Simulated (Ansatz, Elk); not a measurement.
# How far do independent atoms describe TlCdBi?

Structure refinements treat a crystal as free atoms side by side. For a made-up structure of TlCdBi (cell and positions from a PBE relaxation) the runs below show what the calculated density changes in F(hkl).

Main program and level: Elk 11.2.3 (patched build); DFT, PBE, all-electron APW+lo, Dirac cores, scalar-relativistic bands, static density, no spin.

The structure was built from a prototype and need not be the compound's stable phase.

### Step 1. Set-up

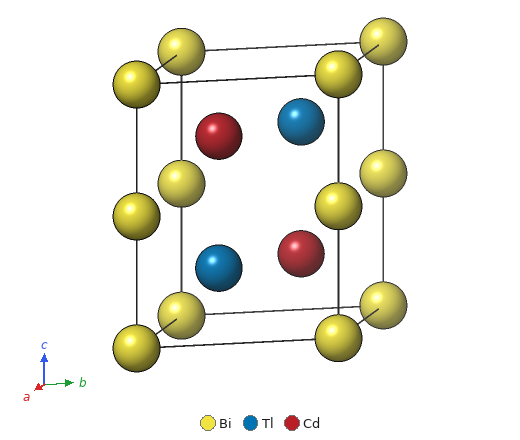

The starting structure, seen slightly off an axis (bismuth yellow, thallium blue, cadmium red). Some periodic images of atoms are drawn too.

As a file:

```cif
data_structure
_symmetry_space_group_name_H-M 'P 1'
_symmetry_Int_Tables_number 1
_cell_length_a 5.4741
_cell_length_b 5.4741
_cell_length_c 6.8989
_cell_angle_alpha 90.000
_cell_angle_beta 90.000
_cell_angle_gamma 120.000
_cell_volume 179.04
loop_
_atom_site_label
_atom_site_type_symbol
_atom_site_fract_x
_atom_site_fract_y
_atom_site_fract_z
_atom_site_occupancy
Bi1 Bi 0.00000 0.00000 0.00000 1
Bi2 Bi 0.00000 0.00000 0.50000 1
Tl3 Tl 0.66667 0.33333 0.25000 1
Tl4 Tl 0.33333 0.66667 0.75000 1
Cd5 Cd 0.66667 0.33333 0.75000 1
Cd6 Cd 0.33333 0.66667 0.25000 1
```

### Step 2. Ground state and structure factors

An all-electron density is needed, since X-rays see the cores too. Task 0 finds the density and task 195 Fourier-transforms it; tshift is off so that phases refer to the origin typed.

Contents of elk.in:

```
tasks
  0
  195

xctype
  20

spinpol
  .false.

rgkmax
  7.0

gmaxvr
  14.0

lmaxo
  7

lmaxapw
  8

swidth
  0.002

tshift
  .false.

ramdisk
  .false.

hmaxvr
  5.5

maxscl
  120

epspot
  1e-06

sppath
  './'

avec
  10.34464054007 0.00000000000 0.00000000000
  -5.17232027004 8.95872150072 0.00000000000
  0.00000000000 0.00000000000 13.03707418016

atoms
  3
  'Bi.in'
  2
  0.0000000000 -0.0000000000 0.0000000000   0.000000 0.000000 0.000000
  0.0000000000 0.0000000000 0.5000000000   0.000000 0.000000 0.000000
  'Tl.in'
  2
  0.6666666667 0.3333333333 0.2500000000   0.000000 0.000000 0.000000
  0.3333333333 0.6666666667 0.7500000000   0.000000 0.000000 0.000000
  'Cd.in'
  2
  0.6666666667 0.3333333333 0.7500000000   0.000000 0.000000 0.000000
  0.3333333333 0.6666666667 0.2500000000   0.000000 0.000000 0.000000

ngridk
  5 5 4
```

Run with:

```bash
OMP_NUM_THREADS=4 elk
```

Numbers of over 12 decimals in the logs are rounded to 6 here.

Output:

```text
┌─────────────────────────┐
│ Elk code version 11.2.3 │
└─────────────────────────┘

All units are atomic (Hartree, Bohr, etc.)

┌─────────────────────────────────────────────────┐
│ Ground-state run starting from atomic densities │
└─────────────────────────────────────────────────┘

Lattice vectors :
   10.34464054       0.000000000       0.000000000
  -5.172320270       8.958721501       0.000000000
   0.000000000       0.000000000       13.03707418

Reciprocal lattice vectors :
  0.6073855619      0.3506742177      -0.000000000
   0.000000000      0.7013484353       0.000000000
   0.000000000      -0.000000000      0.4819474999

Unit cell volume      :    1208.207638
Brillouin zone volume :   0.2053042918

Muffin-tin inner radius fraction :   0.1000000000E-01

Nuclei treated as point charges

Species : 1 (Bi)
 parameters loaded from : Bi.in
 name : bismuth
 nuclear charge    :   -83.00000000
 electronic charge :    83.00000000
 atomic mass :    380947.9285
 muffin-tin radius :    2.800000000
 number of radial points in muffin-tin :   1393
 inner part over the whole radius :   0.9976520004E-02
 number on inner part of muffin-tin    :   1001
 approximate nuclear radius :   0.1052171418E-03
 number of mesh points to nuclear radius :    526
 atomic positions (lattice), magnetic fields (Cartesian) :
  1 :   0.00000000  0.00000000  0.00000000    0.00000000  0.00000000  0.00000000
  2 :   0.00000000  0.00000000  0.50000000    0.00000000  0.00000000  0.00000000

Species : 2 (Tl)
 parameters loaded from : Tl.in
 name : thallium
 nuclear charge    :   -81.00000000
 electronic charge :    81.00000000
 atomic mass :    372567.9643
 muffin-tin radius :    2.800000000
 number of radial points in muffin-tin :   1393
 inner part over the whole radius :   0.9893942913E-02
 number on inner part of muffin-tin    :   1000
 approximate nuclear radius :   0.1043008296E-03
 number of mesh points to nuclear radius :    525
 atomic positions (lattice), magnetic fields (Cartesian) :
  1 :  -0.33333333  0.33333333  0.25000000    0.00000000  0.00000000  0.00000000
  2 :   0.33333333 -0.33333333 -0.25000000    0.00000000  0.00000000  0.00000000

Species : 3 (Cd)
 parameters loaded from : Cd.in
 name : cadmium
 nuclear charge    :   -48.00000000
 electronic charge :    48.00000000
 atomic mass :    204912.7176
 muffin-tin radius :    2.600000000
 number of radial points in muffin-tin :   1193
 inner part over the whole radius :   0.9972693929E-02
 number on inner part of muffin-tin    :    850
 approximate nuclear radius :   0.8708852602E-04
 number of mesh points to nuclear radius :    426
 atomic positions (lattice), magnetic fields (Cartesian) :
  1 :  -0.33333333  0.33333333 -0.25000000    0.00000000  0.00000000  0.00000000
  2 :   0.33333333 -0.33333333  0.25000000    0.00000000  0.00000000  0.00000000

Total number of atoms per unit cell :    6
Total muffin-tin volume :    515.0536436
 ratio of muffin-tin to unit cell volume :   0.4262956362

Spin treatment :
 spin-unpolarised

Number of Bravais lattice symmetries :   24
Number of crystal symmetries         :   24
Crystal has inversion symmetry
Real symmetric eigensolver will be used

k-point grid :      5     5     4
k-point offset :    0.000000000       0.000000000       0.000000000
k-point set is reduced with full crystal symmetry group
Total number of k-points :       15

Muffin-tin radius times maximum |G+k| :    7.000000000
 using average radius
Maximum |G+k| for APW functions       :    2.560975610
Maximum (1/2)|G+k|²                   :    3.279298037
Maximum |G| for potential and density :    14.00000000
Constant for pseudocharge density :   10
 order of it for each species :   17  17  17
 order of it for pair densities of each species (exact exchange by exxq0 0: 18) :   10  10   8
Radial integration step length :    1

G-vector grid sizes :     48    48    60
Number of G-vectors :    55907

Maximum angular momentum used for
 APW functions            :    8
 outer part of muffin-tin :    7
[...]
electron entropic           :    -0.13344403013071E-02
 total energy                :     -94934.425886504

Density of states at Fermi energy :    105.3419586
 (states/Hartree/unit cell)

Estimated indirect band gap :   0.7161089765E-03
 from k-point 3 to k-point 2
Estimated direct band gap   :   0.5004581477E-02
 at k-point 1

Charges :
 core                        :    320.0000000
 valence                     :    104.0000000
 interstitial                :    9.916569182
 muffin-tins (core leakage)
  species : 1 (Bi)
[...]
species : 2 (Tl)
[...]
species : 3 (Cd)
[...]
total in muffin-tins        :    414.0834308
 total calculated charge     :    423.9975408
 total charge                :    424.0000000
 error                       :   0.2459151460E-02

RMS change in Kohn-Sham potential (target) :   0.1424416912     (  0.1000000000E-05)
Absolute change in total energy (target)   :   0.8505988250     (  0.1000000000E-03)

[... loops 3 to 15 left out ...]

┌──────────────────┐
│ Loop number : 16 │
└──────────────────┘

Energies :
 Fermi                       :     0.185255
 sum of occupied eigenvalues :     -58535.270825531
 electron kinetic            :      109257.14295773
 core electron kinetic       :      108128.87071314
 Coulomb                     :     -202318.52250093
 Coulomb potential           :     -165344.99107557
 nuclear-nuclear             :     -7580.4712346406
 electron-nuclear            :     -224267.41682570
 Hartree                     :      29529.365559407
 Madelung                    :     -119646.02696314
 xc potential                :     -2447.4227076882
 exchange                    :     -1845.5096832317
 correlation                 :     -25.337393363957
 electron entropic           :    -0.10286729965109E-02
 total energy                :     -94932.227648470

Density of states at Fermi energy :    75.77560449
 (states/Hartree/unit cell)

Estimated indirect band gap :   0.4169429914E-02
 from k-point 6 to k-point 3
Estimated direct band gap   :   0.6274335704E-02
 at k-point 9

Charges :
 core                        :    320.0000000
 valence                     :    104.0000000
 interstitial                :    9.645347559
 muffin-tins (core leakage)
  species : 1 (Bi)
[...]
species : 2 (Tl)
[...]
species : 3 (Cd)
[...]
total in muffin-tins        :    414.3546524
 total calculated charge     :    423.9976198
 total charge                :    424.0000000
 error                       :   0.2380209314E-02

RMS change in Kohn-Sham potential (target) :   0.1016559819E-07 (  0.1000000000E-05)
Absolute change in total energy (target)   :   0.3970430407E-04 (  0.1000000000E-03)

Convergence targets achieved

┌──────────────────┐
│ Loop number : 17 │
└──────────────────┘

Energies :
 Fermi                       :     0.185255
 sum of occupied eigenvalues :     -58535.270827117
 electron kinetic            :      109257.14295584
 core electron kinetic       :      108128.87071013
 Coulomb                     :     -202318.52249992
 Coulomb potential           :     -165344.99107465
 nuclear-nuclear             :     -7580.4712346406
 electron-nuclear            :     -224267.41682443
 Hartree                     :      29529.365559159
 Madelung                    :     -119646.02696259
 xc potential                :     -2447.4227083015
 exchange                    :     -1845.5096832147
 correlation                 :     -25.337393365117
 electron entropic           :    -0.10286729698316E-02
 total energy                :     -94932.227649332

Density of states at Fermi energy :    75.77560151
 (states/Hartree/unit cell)

Estimated indirect band gap :   0.4169429313E-02
 from k-point 6 to k-point 3
Estimated direct band gap   :   0.6274336155E-02
 at k-point 9

Charges :
 core                        :    320.0000000
 valence                     :    104.0000000
 interstitial                :    9.645347624
 muffin-tins (core leakage)
  species : 1 (Bi)
[...]
species : 2 (Tl)
[...]
atom 2                    :    79.56732370     (  0.3654718903E-04)
  species : 3 (Cd)
   atom 1                    :    46.53516161     (  0.2396404524E-03)
   atom 2                    :    46.53516161     (  0.2396404524E-03)
 total in muffin-tins        :    414.3546524
 total calculated charge     :    423.9976198
 total charge                :    424.0000000
 error                       :   0.2380209307E-02

┌──────────────────────────────┐
│ Self-consistent loop stopped │
└──────────────────────────────┘

Warning : core states of species 1 leak from the muffin-tin :   0.6662649136E-03

Warning : core states of species 3 leak from the muffin-tin :   0.2396404524E-03

Wrote STATE.OUT
```

Elapsed: 53 s, on 4 threads of Arm Neoverse V2, shared host; peak memory 0.33 GiB.

SFACRHO.OUT:

```text

h k l indices transformed by vhmat matrix:
   1.000000000       0.000000000       0.000000000    
   0.000000000       1.000000000       0.000000000    
   0.000000000       0.000000000       1.000000000    

      h      k      l  multipl.   |H|            Re(F)            Im(F)           |F|

      0      0      0      1   0.0000000       424.00000      0.54198859E-16   424.00000    
      0      0      1      2  0.48194750      0.68751998E-13  0.41918123E-13  0.80523079E-13
     -1      1      0      6  0.70134844       35.123289      -0.0000000       35.123289    
      0      1      1      6  0.85097769      -54.477746      0.54493560E-13   54.477746    
      0     -1      1      6  0.85097769       54.477746      0.54493560E-13   54.477746    
      0      0      2      2  0.96389500      -81.421666     -0.83688644E-13   81.421666    
     -1      1     -2      6   1.1920500       254.19936      0.96411683E-13   254.19936    
     -1      1      2      6   1.1920500       254.19936     -0.75452622E-13   254.19936    
     -2      1      0      6   1.2147711       363.10726      0.97053281E-13   363.10726    
      1      1      1     12   1.3068827      0.74502449E-13  0.25150874E-13  0.78633208E-13
      0      2      0      6   1.4026969       32.456779      0.50301748E-13   32.456779    
      0      0     -3      2   1.4458425     -0.22569130E-12 -0.15090524E-12  0.27149393E-12
      0      2      1      6   1.4831830       50.971684      0.18863155E-13   50.971684    
     -2      2      1      6   1.4831830      -50.971684      0.35630405E-13   50.971684    
      1      1      2     12   1.5507297      -70.926099      0.14979256E-13   70.926099    
      0     -1     -3      6   1.6069692       50.234137     -0.15928887E-12   50.234137    
      0     -1      3      6   1.6069692      -50.234137      0.11737074E-12   50.234137    
      0     -2      2      6   1.7019554       231.30458     -0.37726311E-13   231.30458
```

Elk indexes on the primitive cell of elk.in and gives |H| = 4π sin θ/λ in inverse bohr. Below, one row stands for each form hkl of the conventional cell (m members, Friedel mates merged), F is for one primitive cell and the density is static (no thermal factor). Free-atom factors are Waasmaier and Kirfel's, and R is Σm||F|−|F'||/Σm|F|.

```tsv
hkl	m	sin θ/λ (Å⁻¹)	abs F, DFT	neutral atoms	diff.
001	2	0.072	0.000	0.000	+0.000
100	6	0.105	35.123	35.154	-0.030
101	12	0.128	54.478	54.457	+0.020
002	2	0.145	81.422	81.511	-0.090
102	12	0.179	254.199	254.536	-0.337
110	6	0.183	363.107	363.702	-0.595
111	12	0.197	0.000	0.000	+0.000
200	6	0.211	32.457	32.406	+0.051
003	2	0.217	0.000	0.000	+0.000
201	12	0.223	50.972	50.915	+0.057
112	12	0.233	70.926	71.179	-0.253
103	12	0.242	50.234	50.205	+0.029
202	12	0.256	231.305	231.493	-0.188
210	12	0.279	31.129	31.032	+0.096
```

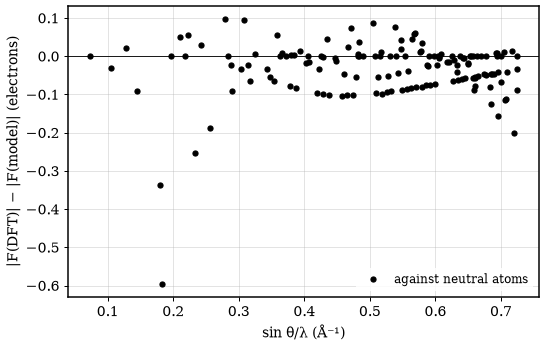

Difference between the calculated structure factors and the independent-atom ones.

### Step 3. The highest occupied states alone

An energy window below the Fermi level keeps the highest occupied states, to see at which angles they scatter; shallow core shells can lie inside it and anion s states outside. No new self-consistency is needed.

Changes to elk.in since step 2:

```diff
@@ -1,3 +1,2 @@
 tasks
-  0
   195
@@ -40,2 +39,5 @@
 
+wsfac
+  -0.255740 0.485250
+
 sppath
```

Run with:

```bash
OMP_NUM_THREADS=4 elk
```

Output:

```text
┌─────────────────────────────────┐
│ Elk code version 11.2.3 started │
└─────────────────────────────────┘

Info(readinput): the functional depends on the density's gradient
 muffin-tin radial points multiplied by    2.00000
 (not where nrmtscf is given)

┌────────────────────┐
│ Current task : 195 │
└────────────────────┘

Info(sfacrho): density structure factors written to SFACRHO.OUT

 Energy window :  -0.2557400000      0.4852500000

┌──────────────────┐
│ Elk code stopped │
└──────────────────┘
```

Wall time 29 s (4 threads); peak memory 0.24 GiB; 35 s of CPU time.

States within 12 eV below the Fermi level hold 60.00 electrons; any levels below the window count with the cores. Their amplitudes can exceed the total, where window and core parts have opposite phase:

```tsv
hkl	sin θ/λ (Å⁻¹)	abs F, window	abs F, all
001	0.072	0.000	0.000
100	0.105	13.955	35.123
101	0.128	0.272	54.478
002	0.145	28.237	81.422
102	0.179	13.759	254.199
110	0.183	25.561	363.107
111	0.197	0.000	0.000
200	0.211	9.791	32.457
003	0.217	0.000	0.000
201	0.223	0.909	50.972
```

### Step 4. Another functional

The difference from free atoms is small, so it is set against the change that PBEsol makes.

Changes to elk.in since step 3:

```diff
@@ -1,2 +1,3 @@
 tasks
+  0
   195
@@ -4,3 +5,3 @@
 xctype
-  20
+  22
 
@@ -39,5 +40,2 @@
 
-wsfac
-  -0.255740 0.485250
-
 sppath
```

Run with:

```bash
OMP_NUM_THREADS=4 elk
```

Output:

```text
┌─────────────────────────┐
│ Elk code version 11.2.3 │
└─────────────────────────┘

All units are atomic (Hartree, Bohr, etc.)

┌─────────────────────────────────────────────────┐
│ Ground-state run starting from atomic densities │
└─────────────────────────────────────────────────┘

Lattice vectors :
   10.34464054       0.000000000       0.000000000
  -5.172320270       8.958721501       0.000000000
   0.000000000       0.000000000       13.03707418

Reciprocal lattice vectors :
  0.6073855619      0.3506742177      -0.000000000
[...]
species : 3 (Cd)
   atom 1                    :    46.53065301     (  0.2419125791E-03)
   atom 2                    :    46.53065301     (  0.2419125791E-03)
 total in muffin-tins        :    414.3327935
 total calculated charge     :    423.9976094
 total charge                :    424.0000000
 error                       :   0.2390607664E-02

┌──────────────────────────────┐
│ Self-consistent loop stopped │
└──────────────────────────────┘

Warning : core states of species 1 leak from the muffin-tin :   0.6692388881E-03

Warning : core states of species 3 leak from the muffin-tin :   0.2419125791E-03

Wrote STATE.OUT
[key lines of the parts left out:]
total energy                :     -94904.611941905
```

It took 50 s on 4 threads; peak memory 0.32 GiB; 1.9 min of CPU time.

Against the first run R = 0.01 %; the largest change is -0.034 at 110.

### Step 5. A coarser k-mesh

About half the k-points along each axis test the sampling.

Changes to elk.in since step 4:

```diff
@@ -5,3 +5,3 @@
 xctype
-  22
+  20
 
@@ -64,2 +64,2 @@
 ngridk
-  5 5 4
+  2 2 2
```

Run with:

```bash
OMP_NUM_THREADS=4 elk
```

Output:

```text
┌─────────────────────────┐
│ Elk code version 11.2.3 │
└─────────────────────────┘

All units are atomic (Hartree, Bohr, etc.)

┌─────────────────────────────────────────────────┐
│ Ground-state run starting from atomic densities │
└─────────────────────────────────────────────────┘

Lattice vectors :
   10.34464054       0.000000000       0.000000000
  -5.172320270       8.958721501       0.000000000
   0.000000000       0.000000000       13.03707418

Reciprocal lattice vectors :
  0.6073855619      0.3506742177      -0.000000000
[...]
species : 3 (Cd)
   atom 1                    :    46.52126524     (  0.2396817840E-03)
   atom 2                    :    46.52126524     (  0.2396817840E-03)
 total in muffin-tins        :    414.3340961
 total calculated charge     :    423.9976283
 total charge                :    424.0000000
 error                       :   0.2371707753E-02

┌──────────────────────────────┐
│ Self-consistent loop stopped │
└──────────────────────────────┘

Warning : core states of species 1 leak from the muffin-tin :   0.6670641241E-03

Warning : core states of species 3 leak from the muffin-tin :   0.2396817840E-03

Wrote STATE.OUT
[key lines of the parts left out:]
total energy                :     -94932.216304875
```

Wall time 37 s (4 threads); peak memory 0.32 GiB; 65 s of CPU time.

Against the first run R = 0.01 %; the largest change is +0.190 at 002.

### Step 6. Settings against the effect

```tsv
run	R against the first run (%)	R against neutral atoms, low angle (%)	wall time
PBE, rgkmax 7	0.00	0.12	53 s
PBEsol	0.01	0.13	50 s
k-mesh 2×2×2	0.01	0.14	37 s
```

### Step 7. Results

| Property | Result |
| --- | --- |
| R against neutral atoms, sin θ/λ < 0.3 Å⁻¹ | 0.12 % |
| R against neutral atoms, 0.3 to 0.72 Å⁻¹ | 0.06 % |

Independent neutral atoms miss the calculated amplitudes by R = 0.12 % below 0.3 Å⁻¹ and 0.06 % from there to 0.72 Å⁻¹; by shells, 0.06 % below 0.15 Å⁻¹ (3 forms), 0.13 % 0.15 to 0.3 (10 forms), 0.05 % 0.3 to 0.45 (23 forms), 0.07 % above 0.45 (83 forms). Bonding, aspherical density and the tables' own atoms all enter these figures, and the runs don't part them. The largest change of an amplitude is -0.59 electrons, at 110. The window's part falls from 60.0 electrons at the origin to at most 0.94 between 0.45 and 0.72 Å⁻¹, where compact states inside the window still scatter. The window holds more than the 40 outer electrons of the free atoms, so shallow core shells lie inside it. Below 0.3 Å⁻¹ the changes that finished (PBEsol and k-mesh 2×2×2) move F by R = 0.05 % at most, against the 0.12 % that separates it from free atoms, so the difference from free atoms is only partly resolved. A single amplitude moves by up to 0.19 electrons, against 0.59 for the largest difference from free atoms. The basis has no finished test. Spin-orbit coupling is left out, which can matter for elements this heavy. Part of the difference isn't bonding: the tables are fits to free atoms and ions calculated by other methods than this functional. Thermal motion, anomalous dispersion and extinction are left out.

[Logs are printed without paths, hosts, clocks, repeated set-up lines and the standing remarks that a program may print on its own settings, such as how far it seeks lower states.]

[Hosts, paths, dates, database ids (printed as entryN), source tags and the programs' standing remarks are cut or masked in the printed files.]
